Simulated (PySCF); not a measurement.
CH3Cl2Ga, SMILES `C[Ga](Cl)Cl`.

Computed with PySCF, B3LYP/def2-SVPD, geometry: GFN2-xTB. No frequency check shows the geometry to be a minimum. GFN2-xTB bond lengths at metals and heavier atoms can be off by up to 0.1 Å and shapes distorted, which carries into these values.

Input script:

```python
import numpy as np
from pyscf import gto, scf, dft
from pyscf.scf import atom_ks, atom_hf
from scipy.linalg import block_diag

def solve(mol, dm0=None, hcore=None):
    mf = (dft.UKS if mol.spin else dft.RKS)(mol, xc='b3lyp')
    mf.grids.level = 3
    mf = mf.density_fit(auxbasis='def2-universal-jkfit')
    mf.conv_tol, mf.max_cycle = 1e-8, 80
    if hcore is not None:
        mf.get_hcore = lambda *args: hcore
    mf.kernel(dm0)
    if not mf.converged:
        mf = mf.newton().run(mf.mo_coeff, mf.mo_occ, max_cycle=30)
    assert mf.converged, 'SCF not converged'
    return mf

mol = gto.M(atom='''
C     -0.02018     2.28661    -0.00019
Ga    -0.00036     0.24675    -0.00119
Cl     1.78816    -0.85128     0.00073
Cl    -1.77508    -0.87412     0.00072
H     -0.34253     2.64883     0.97848
H      0.97874     2.66708    -0.21506
H     -0.72665     2.64692    -0.75006
''', basis='def2-svpd', charge=0, spin=0, verbose=4)
field = np.array([0.004, 0.0, 0.0])  # atomic units
mol.set_common_orig(mol.atom_charges() @ mol.atom_coords() / mol.atom_charges().sum())
mf = solve(mol)
out = dict(dm0=mf.make_rdm1(), d0=mf.dip_moment(unit='AU'), e0=mf.e_tot)
for name, sign in (('p', 1), ('m', -1)):
    h = mf.get_hcore() + sign * np.einsum('x,xij->ij', field, mol.intor('int1e_r'))
    mi = solve(mol, mf.make_rdm1(), h)
    out.update({'dm' + name: mi.make_rdm1(), 'd' + name: mi.dip_moment(unit='AU'), 'e' + name: mi.e_tot})
# spherically averaged free atoms, for the promolecule
atm = atom_ks.get_atm_nrks(mol, xc='b3lyp')
pro = block_diag(*[(atm[a[0]][2] * atm[a[0]][3]) @ atm[a[0]][2].T for a in mol._atom])
np.savez('result.npz', pro=pro, **out)
```

Launched as:

```sh
OMP_NUM_THREADS=1 python input.py
```

The run took 33 s on 1 thread of Intel(R) Xeon(R) Platinum 8259CL CPU @ 2.50GHz (Skylake/Cascade Lake), on a shared host, peak memory 0.64 GiB.

Partitions, critical points and surface values were worked out afterwards from this run's density.

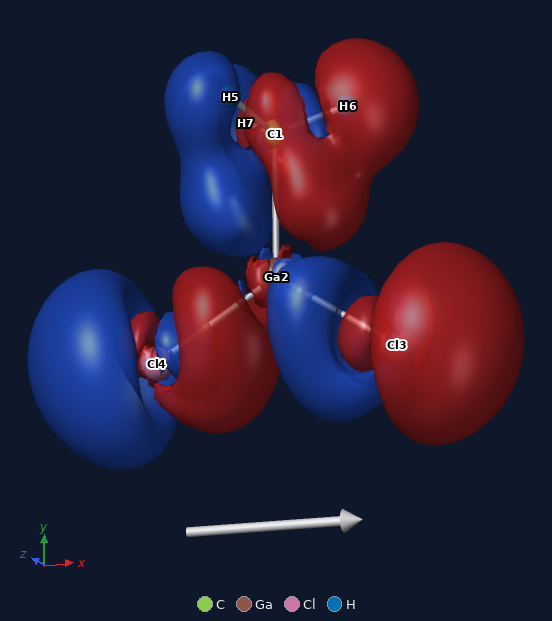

Change of the electron density in a uniform field of 0.21 V/Å along +x (arrow), surfaces at ±0.001 e/Å³ (blue: gain, red: loss).

What dipole is induced, and what polarisability does it imply?

Answer. The induced dipole is 0.78 D (along the field); α along this axis, from the fields in both directions, is 77 bohr³ (11.3 Å³).

Which atoms gain and lose the most charge?

Answer. Electrons gather most on Cl4 (Hirshfeld charge changes by −0.021 e) and leave Cl3 most (+0.021 e); 0.059 electrons are displaced in all.
